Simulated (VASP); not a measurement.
Band structure of BeS (zinc blende). These are PBE GGA with D3 dispersion (zero damping), VASP's PBE PAW potentials (set 64) (plane waves; VASP) values and carry that method's errors.

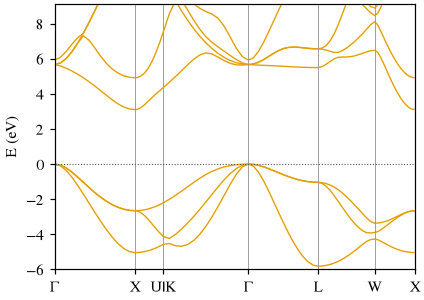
Figure: Bands along high-symmetry lines, zero at the valence-band maximum or, without a gap, the Fermi level

Problem. Read the plot: is there a gap, and where are the band edges?

Solution. The gap is indirect, 3.10 eV, from the valence maximum at Γ to the conduction minimum at X. (Edges off the drawn lines would not show.)

The compound is BeS in the zinc blende structure. It was relaxed first.
